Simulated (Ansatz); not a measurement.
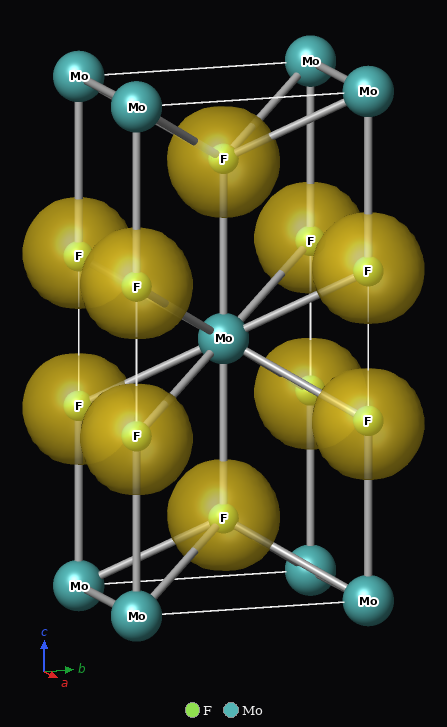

*MoF$_{2}$. Isosurface of the ELF at 0.6 (yellow), seen slightly off an axis. Core shells are left out. Sticks mark near contacts.*

Space group Immm; built by placing these elements on a known structure type; not relaxed (largest force 0.3 eV/Å); computed pressure about −6 GPa in this cell.

Theory: DFT, PAW plane waves, PBE, spin-orbit in Ansatz.

Core electrons are frozen (PAW), and the valence fields are smoothed inside the atomic spheres.

> Describe the localisation domains.

At this value the surface marks out four regions wrapped around F (the valence shell of each), counted in one cell of 6 atoms. Any copies at cell faces, edges or corners count once. Profiles from the grid: Mo–F (2.52 Å): the ELF is about 0.05 at the midpoint; no localised pair shows between them. Mo–Mo (2.58 Å): the ELF is about 0.35 at the midpoint.
